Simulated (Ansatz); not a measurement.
## Pressure series in GaSb

The parent structure is GaSb in the zinc blende structure (space group F-43m, No. 216; a = 6.132 Å).

Cell and atoms are relaxed at each pressure.

Method: Kohn–Sham DFT with the r2SCAN functional, run in Ansatz (a first-principles code) with PAW and 500 eV plane waves, no spin-orbit coupling.

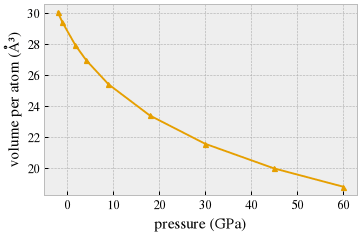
Figure. Volume against pressure

Question: Estimate the zero-pressure bulk modulus from the plot.

Answer: About 55 GPa; a third-order Birch–Murnaghan fit to the points gives V₀ = 28.83 Å³/atom, B₀ = 55 GPa and B₀′ = 4.4.

Measured bulk modulus of GaSb: 57 GPa (temperature not stated; as listed in Cormac Toher et al., Physical Review Materials (2017)); the computed value is for a static lattice, so the two differ by thermal effects too.

Load acts through the strain it causes; cell and atoms are relaxed under it. Whether these cells are dynamically stable was not tested. Tetrahedral semiconductors of this kind turn to denser phases somewhere between about 1 and 50 GPa; those were not computed, so compressed cells here can lie past the real transition.
